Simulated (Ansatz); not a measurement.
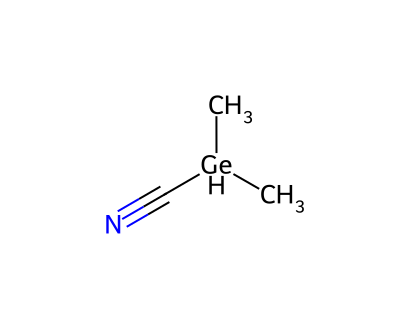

> Transcribe the drawing into SMILES.

[CH3][GeH]([CH3])[C]#N

> What is the molecular formula?

C3H7GeN.

> An optimisation with PBE0-D4/def2-TZVP gave a structure of which point group?

Cs.

The parts below concern this one geometry. Atoms keep their numbers from picture to picture. The computed structure is the end point of a PBE0-D4/def2-TZVP optimisation.

### Shape

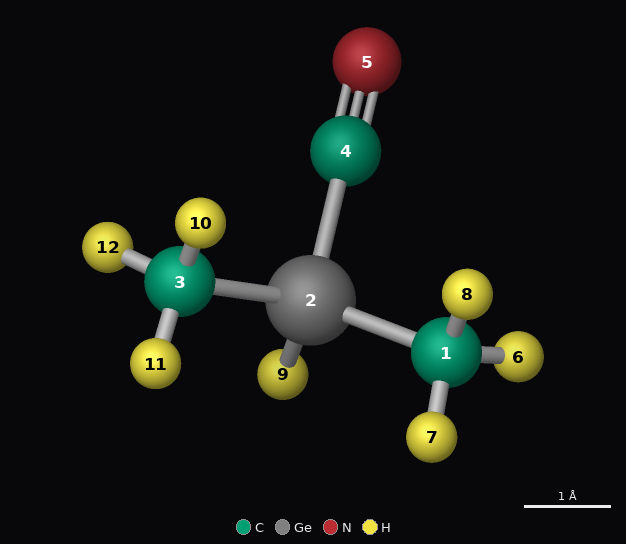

The atoms are numbered.

What are the angles C1–Ge2–C3, C1–Ge2–C4, C1–Ge2–H9, C4–Ge2–H9, Ge2–C1–H8, Ge2–C1–H7, Ge2–C1–H6, Ge2–C4–N5?

| angle | degrees |
| --- | --- |
| C1–Ge2–C3 | 113.4 |
| C1–Ge2–C4 | 106.7 |
| C1–Ge2–H9 | 112.1 |
| C4–Ge2–H9 | 105.1 |
| Ge2–C1–H8 | 110.0 |
| Ge2–C1–H7 | 109.8 |
| Ge2–C1–H6 | 110.4 |
| Ge2–C4–N5 | 178.7 |

### Electronic properties

Level of theory: RKS PBE0-D4/def2-SVP (Ansatz 0.2.0).

Computed properties:

- HOMO energy (Kohn–Sham orbital): −8.98 eV
- LUMO energy (Kohn–Sham orbital): 0.32 eV
- HOMO–LUMO gap: 9.30 eV
- dispersion correction: −19.4 kJ/mol

### Charges

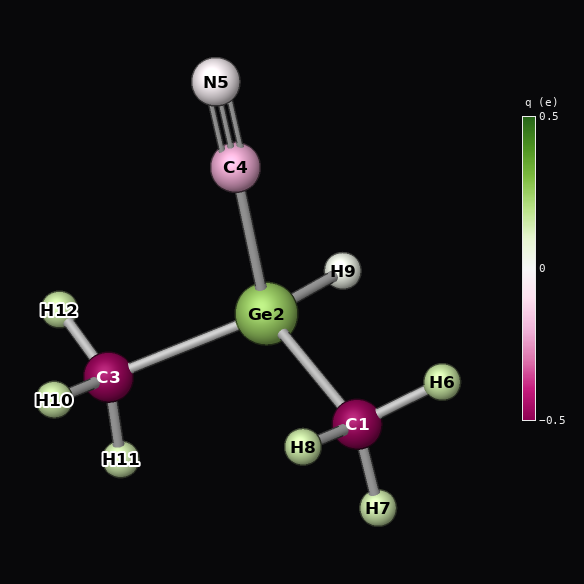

Atoms are coloured by their Mulliken charges. Properties computed with RKS PBE0-D4/def2-TZVP (Ansatz 0.2.0).

> Which atom carries the highest charge (most positive or least negative)?

Ge2 (0.25 e).

> And the lowest?

C1, C3 (−0.48 e).

List the Mulliken charges.

```csv
atom,value (e)
C1,−0.48
Ge2,0.25
C3,−0.48
C4,−0.22
N5,−0.03
H6,0.16
H7,0.15
H8,0.15
H9,0.03
H10,0.15
H11,0.15
H12,0.16
```

### Thermal motion

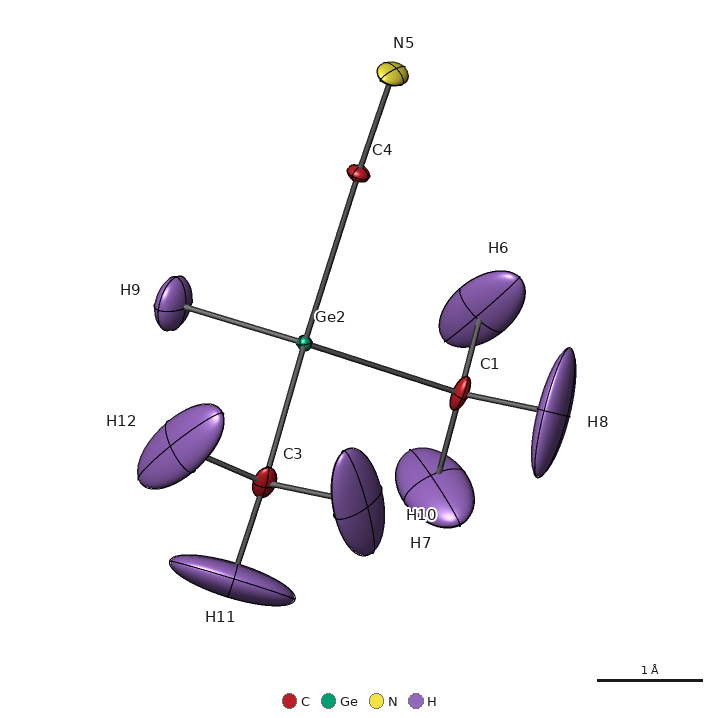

Displacement ellipsoids at the 50 % level, from the internal vibrations of the free molecule (harmonic, no overall translation or rotation; no half-axis is drawn under 0.075 Å). Vibrations computed with RKS PBE0-D4/def2-TZVP (Ansatz 0.2.0). Temperature: 298 K.

> Which atom has the largest mean-square displacement?

H7, H11, with U_eq = 0.0724 Å².

> Does H8 move more along its bond or across it?

Across it: the root-mean-square amplitude is 0.100 Å along the bond and up to 0.410 Å across, since bending and torsion are softer than stretching.

Give the displacement parameters, one line for each set of equivalent atoms.

```tsv
atom	U_eq (Å²)	rms amplitudes (Å)
C1, C3	0.0072	0.044, 0.072, 0.120
Ge2	0.00083	0.023, 0.028, 0.034
C4	0.0041	0.044, 0.068, 0.075
N5	0.0088	0.042, 0.091, 0.127
H6, H12	0.0682	0.095, 0.187, 0.401
H7, H11	0.0724	0.107, 0.209, 0.402
H8, H10	0.0707	0.089, 0.189, 0.410
H9	0.0217	0.092, 0.159, 0.177
```

Mulliken values depend strongly on the basis set and can even reverse the polarity of a bond.
